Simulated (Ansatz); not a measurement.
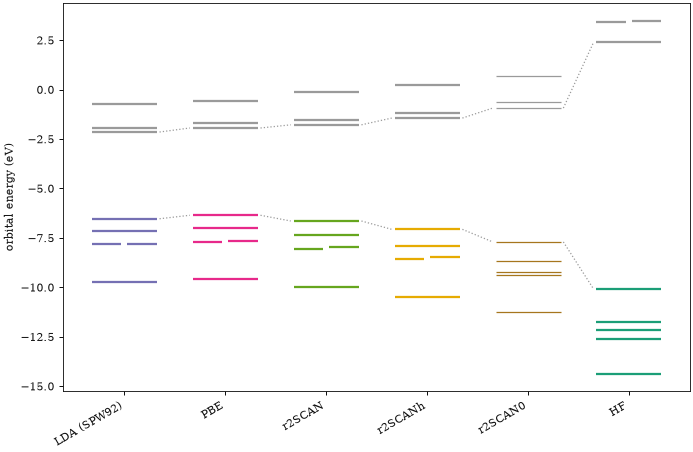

Frontier orbital energies of CH₂ClNSe (imidic-acid tautomer), SMILES N(=C(\Cl)[SeH])/[H] at one geometry, def2-TZVPP, the Ansatz code 0.2.0, at a PBE0-D4/def2-TZVP geometry (a minimum by its frequencies). Empty levels are grey, levels within 0.1 eV stand side by side; all columns show the same few orbitals around the gap. Dotted lines join the HOMOs and the LUMOs.

Q: How do the frontier levels move from column to column?

A: The separation grows from 4.39 eV (LDA (SPW92)) to 12.49 eV (HF).

```
      level  HOMO (eV)  LUMO (eV)  separation (eV)
LDA (SPW92)      −6.54      −2.15             4.39
        PBE      −6.36      −1.95             4.41
     r2SCAN      −6.65      −1.78             4.86
    r2SCANh      −7.07      −1.44             5.63
    r2SCAN0      −7.71      −0.94             6.77
         HF     −10.09       2.40            12.49
```

Caveats, for all or some of the runs: empty levels above zero depend strongly on the basis; no scalar relativity up to krypton; spin-orbit coupling is left out, and with Se it can shift these levels and split any degenerate set.
